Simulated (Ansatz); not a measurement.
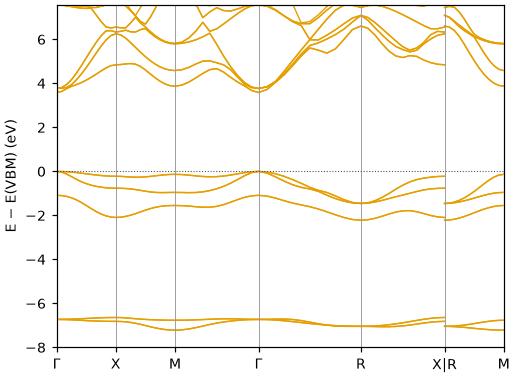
*Band structure from DFT-PBEsol with spin–orbit coupling in the program Ansatz with PAW potentials*

Task: Read off the gap and where the band edges lie.

Result: About 3.6 eV (3.59 eV by a search for the band edges); maximum at Γ, minimum at Γ.

The material is CsI (CsCl type, Pm-3m).

The PBEsol relaxation kept the symmetry of its start.

Potentials: the later of the program's two PAW sets.
